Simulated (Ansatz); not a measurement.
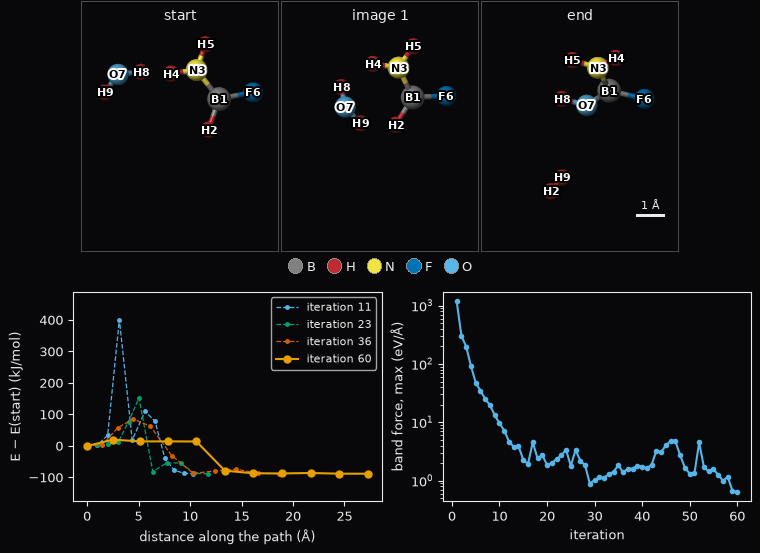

A nudged-elastic-band calculation for BNH5OF, made up at the start of BNH$_{3}$F and H₂O. Images are numbered from 0 (start) to 10 (end). The plot follows the band through its iterations. A ball-and-stick model, seen at a tilt.

Level of theory: RHF/6-31G* (Ansatz 0.2.0). Settings: 9 movable images; climbing image; force threshold 0.5 eV/Å; iteration limit 60; starting path through a guess of the saddle point.

> How did the profile develop, and is the result final?

The result isn't final. The band hadn't converged when the run stopped after 60 iterations. The largest component of the band force went from 1200 to 0.64 eV/Å. The barrier read from it is provisional: over the last two iterations the highest image moved from 26.1 kJ/mol to 20.1 kJ/mol. The force threshold is so loose that the height of the top is at best an upper bound. The first iteration put the highest image at 14597.4 kJ/mol. Forward barrier 20.1 kJ/mol, backward barrier 108.2 kJ/mol, with image 1 at the top; the reaction energy is −88.1 kJ/mol.

Limits of the set-up: the start holds two separate molecules, 2.2 Å apart at their closest, whose relative position is a soft coordinate and is computed without a dispersion correction; Hartree-Fock leaves out electron correlation.

Cost: 11 min on 1 thread of Intel(R) Xeon(R) Platinum 8259CL CPU @ 2.50GHz (Skylake/Cascade Lake), with other jobs on the host, peak memory 0.14 GiB.
